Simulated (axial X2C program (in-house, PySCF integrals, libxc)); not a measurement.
# All-electron X2C curves of SnAl

What are the state, bond length, wavenumber and bond energy of SnAl, and what does spin–orbit coupling change?

Computed with an in-house X2C program for linear molecules on PySCF integrals. Level: all-electron X2C, Sn dyall-cv3z, Al dyall-v3z.

All values are calculated.

## (1) The job

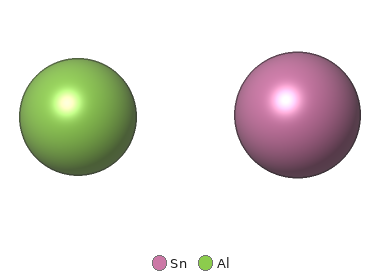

The two atoms at 2.660 Å (tin pink, aluminium green).

task.json reads:

```json
{"zs": [50, 13], "q": 0, "bas": ["dyall-cv3z", "dyall-v3z"], "levels": ["PBE0", "HF", "LDA"], "cc": true, "r0": 2.66, "thr": -1.0, "nmax": 90, "npts": 10, "nst": 2, "ntry": 6}
```

Keys: zs atomic numbers; q charge; bas basis sets; levels methods (HF also brings MP2); cc coupled cluster on or off; r0 starting distance in Å; thr threshold in hartree for freezing inner shells (an s shell follows its p shell); nmax most natural virtual spinors; npts points asked for on the curve; nst determinants followed; ntry starts of the search.

Run with:

```
$ python so2c.py task.json out
```

Spin-free means the one-electron spin-free X2C Hamiltonian; two-component (2c) means X2C with spin–orbit coupling and atomic mean-field two-electron Coulomb and Gaunt terms. Basis: Sn dyall-cv3z contracted to [11s12p9d4f1g], Al dyall-v3z contracted to [8s8p2d1f]; Gaussian nuclei, density fitting. Masses: Sn 119.902 u, Al 26.982 u.

Notation: σ, π±, δ± give the projection m of an orbital's angular momentum (0, ±1, ±2), α and β its spin, Λ and M_S the sums; ω is the projection of a spinor's total angular momentum and Ω the sum. Logs are in hartree.

The results follow Hamiltonian by Hamiltonian and level by level.

## (2) State search with PBE0

Determinants are compared with PBE0 at 2.660 Å.

Spin-free determinants:

| ΔE (eV) | state | open shells |
| --- | --- | --- |
| 0.00 | M_S = 3/2, Λ = 0 | beyond closed shells: σα, π+α, π-α |
| 0.29 | M_S = 1/2, Λ = 0 | beyond closed shells: σβ, π+α, π-α |
| 0.71 | M_S = 1/2, Λ = 2 | beyond closed shells: σα, π+α, π+β |
| 0.71 | M_S = 1/2, Λ = 0 | beyond closed shells: σα, π+β, π-α |
| 1.00 | M_S = 1/2, Λ = 1 | beyond closed shells: π+α |
| 1.17 | M_S = 1/2, Λ = 1 | beyond closed shells: π+α, π+β, π-α |
| 2.18 | M_S = 3/2, Λ = 1 | beyond closed shells: 2 × π+α, π-α |

Two-component determinants:

```csv
ΔE (eV),state,open shells
0.00,Ω = 3/2,excess of +ω over −ω: ω = 3/2
0.32,Ω = 1/2,"excess of +ω over −ω: 2 × ω = -1/2, ω = 3/2"
0.51,Ω = 1/2,excess of +ω over −ω: ω = 1/2
0.73,Ω = 5/2,"excess of +ω over −ω: 2 × ω = 1/2, ω = 3/2"
0.90,Ω = 1/2,excess of +ω over −ω: ω = 1/2
2.22,Ω = 5/2,"excess of +ω over −ω: ω = -1/2, 2 × ω = 3/2"
2.38,Ω = 7/2,"excess of +ω over −ω: ω = 1/2, 2 × ω = 3/2"
```

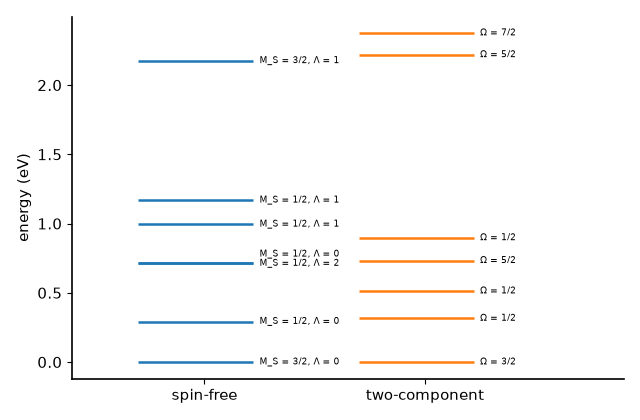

The determinants found, each set from its own lowest.

## (3) PBE0, spin-free

State followed: M_S = 3/2, Λ = 0 (beyond closed shells: σα, π+α, π-α). The scan is laid around 2.669 Å, a first estimate of the minimum, and this SCF restarts from the orbitals of the search.

The SCF at the reference distance of 2.669 Å:

```text
spin-free X2C-1e  PBE0
basis functions 178  fitting functions 958  grid points 5081
iter        total energy     max residual
   1      -6418.968809304     7.09e-01
   2      -6418.993735593     1.79e-03
   3      -6418.993745982     5.45e-04
   4      -6418.993750625     3.18e-04
   5      -6418.993751411     2.05e-04
   6      -6418.993751710     8.91e-05
   7      -6418.993751774     1.60e-05
   8      -6418.993751778     6.46e-06
converged
one-electron -9087.33023966  Coulomb 2724.38471548  exact exchange -45.52544252  xc functional -139.39696533  nuclear repulsion 128.87418025
```

Along the bond, energies from the lowest point:

| R (Å) | E (eV) | μ (D) | HOMO (eV) | LUMO (eV) | iterations |
| --- | --- | --- | --- | --- | --- |
| 2.322 | 0.4910 | 0.36 | -5.35 | -2.92 | 24 |
| 2.429 | 0.1988 | 0.46 | -5.40 | -2.81 | 21 |
| 2.509 | 0.0759 | 0.56 | -5.43 | -2.73 | 18 |
| 2.589 | 0.0146 | 0.68 | -5.46 | -2.66 | 17 |
| 2.669 | 0.0000 | 0.81 | -5.36 | -2.67 | 8 |
| 2.762 | 0.0264 | 0.99 | -5.25 | -2.68 | 18 |
| 2.856 | 0.0871 | 1.19 | -5.15 | -2.68 | 15 |
| 2.976 | 0.1980 | 1.46 | -5.04 | -2.68 | 16 |
| 3.123 | 0.3638 | 1.82 | -4.91 | -2.65 | 16 |
| 3.336 | 0.6295 | 2.36 | -4.75 | -2.61 | 16 |

Dipoles are positive if Al is the positive end.

Outer orbitals at the reference distance:

| symmetry | occupied | ε (eV) | atomic character |
| --- | --- | --- | --- |
| σα | yes | -28.04 | 100% Sn d |
| δ+α | yes | -28.04 | 100% Sn d |
| δ-α | yes | -28.04 | 100% Sn d |
| π-α | yes | -28.02 | 100% Sn d |
| π+α | yes | -28.02 | 100% Sn d |
| σβ | yes | -27.88 | 100% Sn d |
| δ-β | yes | -27.87 | 100% Sn d |
| δ+β | yes | -27.87 | 100% Sn d |
| π+β | yes | -27.85 | 100% Sn d |
| π-β | yes | -27.85 | 100% Sn d |
| σα | yes | -13.04 | 66% Sn s, 18% Al s, 10% Al p |
| σβ | yes | -11.21 | 64% Sn s, 21% Al s, 8% Al p |
| σα | yes | -9.04 | 53% Al s, 24% Sn p, 14% Sn s |
| σβ | yes | -7.73 | 54% Al s, 20% Sn p, 16% Sn s |
| σα | yes | -5.47 | 44% Al p, 41% Sn p, 10% Al s |
| π-α | yes | -5.36 | 68% Sn p, 26% Al p, 4% Al d |
| π+α | yes | -5.36 | 68% Sn p, 26% Al p, 4% Al d |
| σβ | no | -2.67 | 43% Al p, 43% Sn p, 9% Al s |
| π+β | no | -2.60 | 54% Sn p, 43% Al p |
| π-β | no | -2.60 | 54% Sn p, 43% Al p |
| π+α | no | -1.79 | 64% Al p, 23% Sn p, 7% Sn d |

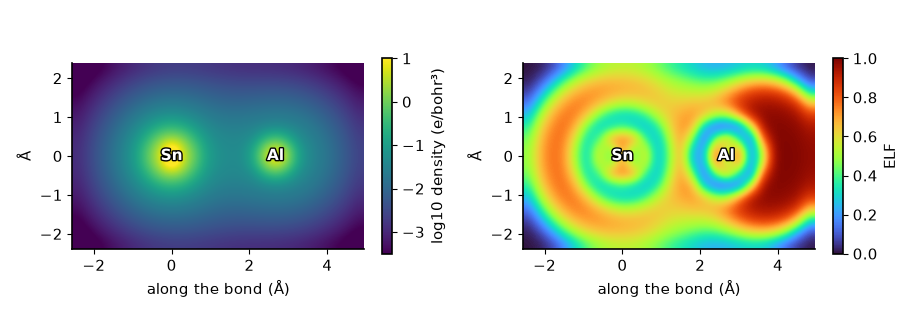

PBE0 fields in a plane through the axis, from a grid of 0.3 Å; Sn lies at z = 0 and Al at z = 2.669 Å; the ELF is damped to zero where the density is low.

Re = 2.659 Å, ωe = 264.1 cm⁻¹, ωexe = 0.992 cm⁻¹, Be = 0.1083 cm⁻¹, De = 2.24 eV, μ = 0.80 D.

## (4) HF, spin-free

Output at 2.669 Å:

```text
spin-free X2C-1e  HF
basis functions 178  fitting functions 958  grid points 5081
iter        total energy     max residual
   1      -6416.173114005     3.31e-01
   2      -6416.197840679     7.36e-03
   3      -6416.199187117     1.12e-02
   4      -6416.199547831     4.60e-03
   5      -6416.199671152     1.06e-03
   6      -6416.199718380     1.72e-03
   7      -6416.199736443     6.84e-04
   8      -6416.199741904     2.43e-04
   9      -6416.199743663     2.19e-04
  10      -6416.199744298     1.15e-04
  11      -6416.199744539     4.07e-05
  12      -6416.199744596     2.77e-05
  13      -6416.199744603     8.77e-06
  14      -6416.199744603     2.87e-06
converged
one-electron -9086.61804860  Coulomb 2723.74375516  exact exchange -182.19963142  xc functional 0.00000000  nuclear repulsion 128.87418025
```

Re = 2.736 Å, ωe = 237.2 cm⁻¹, ωexe = 0.963 cm⁻¹, Be = 0.1023 cm⁻¹, De = 1.36 eV, μ = 1.79 D.

## (5) LDA, spin-free

Output at 2.669 Å:

```text
spin-free X2C-1e  LDA
basis functions 178  fitting functions 958  grid points 5081
iter        total energy     max residual
   1      -6412.410032311     1.29e+00
   2      -6412.427772911     1.73e-02
   3      -6412.427875551     3.94e-02
   4      -6412.428123178     1.45e-03
   5      -6412.428137413     2.23e-03
   6      -6412.428138766     5.08e-04
   7      -6412.428139631     2.88e-04
   8      -6412.428139635     7.14e-05
   9      -6412.428139676     3.73e-05
  10      -6412.428139677     1.16e-05
converged
one-electron -9086.56704671  Coulomb 2723.48384672  exact exchange 0.00000000  xc functional -178.21911994  nuclear repulsion 128.87418025
```

Re = 2.631 Å, ωe = 268.2 cm⁻¹, ωexe = 1.09 cm⁻¹, Be = 0.1106 cm⁻¹, De = 2.73 eV, μ = 0.69 D.

## (6) MP2 and beyond, spin-free

Correlated methods: 7 electrons correlated (frozen shells, counted by type: Sn 4 s, 3 p, 2 d; Al 2 s, 1 p), 231 virtual spinors in MP2, 90 natural virtuals in coupled cluster.

Output of the correlated part at 2.669 Å:

```text
correlated 7  virtual 231  natural virtual 90  E(MP2) -0.105951679  MP2 remainder -0.002302488
iter   CCSD correlation   residual
   1     -0.119557253   1.33e-01
   2     -0.126217614   5.75e-02
   3     -0.127027524   2.14e-02
   4     -0.127369917   1.11e-02
   5     -0.127426858   5.30e-03
   6     -0.127440380   2.15e-03
   7     -0.127456816   8.97e-04
   8     -0.127453748   3.86e-04
   9     -0.127452972   1.59e-04
  10     -0.127453325   5.58e-05
  11     -0.127453817   2.10e-05
  12     -0.127454000   8.47e-06
  13     -0.127454083   3.87e-06
  14     -0.127454098   1.59e-06
(T) -0.007308571  T1 0.0453  D1 0.0709  max T2 0.077
```

T1 in the output is the amplitude norm over the root of the electron number; divide by √2 for the Lee–Taylor value.

MP2: Re = 2.669 Å, ωe = 268.8 cm⁻¹, Be = 0.1075 cm⁻¹, De = 2.03 eV.

CCSD: Re = 2.686 Å, ωe = 261.9 cm⁻¹, ωexe = 0.968 cm⁻¹, Be = 0.1061 cm⁻¹, De = 1.92 eV. T1 at Re = 0.032 (Lee–Taylor, the printed value over √2).

CCSD(T): Re = 2.682 Å, ωe = 265.0 cm⁻¹, ωexe = 0.959 cm⁻¹, Be = 0.1064 cm⁻¹, De = 2.05 eV. T1 at Re = 0.032 (Lee–Taylor, the printed value over √2).

## (7) A higher determinant, spin-free

State: M_S = 1/2, Λ = 0 (beyond closed shells: σβ, π+α, π-α).

Output at the reference distance:

```text
spin-free X2C-1e  PBE0
basis functions 178  fitting functions 958  grid points 5081
iter        total energy     max residual
   1      -6418.958151105     6.97e-01
   2      -6418.982938554     1.84e-03
   3      -6418.982949833     4.96e-04
   4      -6418.982953298     2.91e-04
   5      -6418.982954072     1.67e-04
   6      -6418.982954248     9.54e-05
   7      -6418.982954311     1.39e-05
   8      -6418.982954313     4.90e-06
converged
one-electron -9087.21131403  Coulomb 2724.26615873  exact exchange -45.52253258  xc functional -139.38944670  nuclear repulsion 128.87418025
```

| R (Å) | E above the lowest PBE0 point (eV) |
| --- | --- |
| 2.322 | 0.747 |
| 2.429 | 0.465 |
| 2.509 | 0.351 |
| 2.589 | 0.299 |
| 2.669 | 0.294 |
| 2.762 | 0.331 |
| 2.856 | 0.401 |
| 2.976 | 0.522 |
| 3.123 | 0.696 |

Re = 2.638 Å, ωe = 273.6 cm⁻¹, ωexe = 1.14 cm⁻¹, Be = 0.1099 cm⁻¹, μ = 0.84 D. ⟨S²⟩ = 1.78 against 0.75 for a pure state, so this determinant mixes spins. Te = 0.29 eV.

## (8) The spin-free curves together

Energy (eV) of the followed determinant, spin-free, from each level's lowest point:

| R (Å) | PBE0 | HF | MP2 | CCSD | CCSD(T) | LDA |
| --- | --- | --- | --- | --- | --- | --- |
| 2.322 | 0.491 | 0.652 | 0.544 | n/a | n/a | 0.409 |
| 2.429 | 0.199 | 0.311 | 0.226 | 0.252 | 0.247 | 0.149 |
| 2.509 | 0.076 | 0.153 | 0.091 | 0.107 | 0.104 | 0.046 |
| 2.589 | 0.015 | 0.057 | 0.021 | 0.029 | 0.027 | 0.001 |
| 2.669 | 0.000 | 0.009 | 0.000 | 0.000 | 0.000 | 0.000 |
| 2.762 | 0.026 | 0.000 | 0.023 | 0.014 | 0.016 | 0.039 |
| 2.856 | 0.087 | 0.027 | 0.083 | 0.065 | 0.070 | 0.109 |
| 2.976 | 0.198 | 0.099 | 0.197 | 0.168 | 0.177 | 0.228 |
| 3.123 | 0.364 | 0.221 | 0.372 | n/a | n/a | 0.399 |
| 3.336 | 0.630 | 0.426 | 0.659 | n/a | n/a | 0.664 |

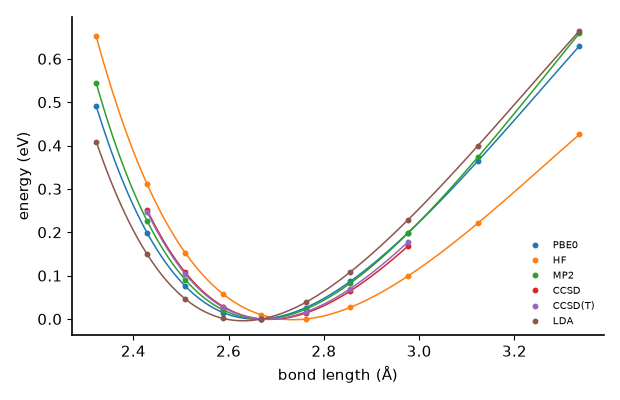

Curves of the followed state, spin-free, each from its own lowest point.

[end of part 1 of 2]
